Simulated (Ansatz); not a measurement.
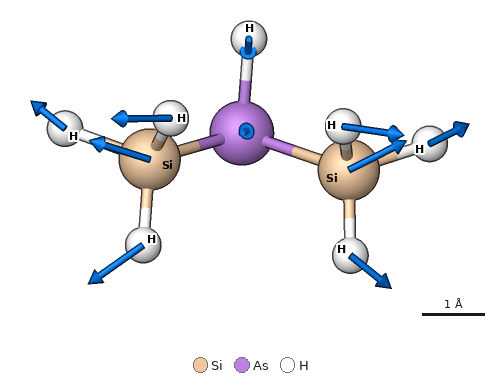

A relaxation of Si$_{2}$AsH$_{7}$ (coarse preliminary run). The starting structure is drawn; blue arrows show the displacements, 10 times their true length. The two geometries are superimposed by the best rigid fit.

The picture is a ball-and-stick view, seen at a tilt.

The start comes from a force field.

All numbers below come from Ansatz 0.2.0, RKS PBE-D4/def2-SVP. Set-up: force threshold 0.03 eV/Å; at most 200 steps.

> What did the optimiser do to the structure, and how much energy did it gain?

The largest moves after the best rigid fit, 0.12 Å, are those of H atoms. Largest moves by element: H 0.12 Å, Si 0.11 Å, As 0.04 Å. Some distances before and after: As–Si 2.255 → 2.388 Å, H–Si 1.407 → 1.505 Å, As–Si 2.308 → 2.388 Å, As–H 1.588 → 1.542 Å. Bond angles that change, for instance: H–Si–H 105.4° → 109.1°, As–Si–H 110.8° → 107.5°, As–Si–H 110.9° → 113.5°. After 3 accepted moves (4 points after the start) the energy has fallen by 0.359 eV. Largest force component: 2.2 eV/Å at the start, 0.0074 eV/Å at the end. The line search rejected the trial step at point 2 of the run.
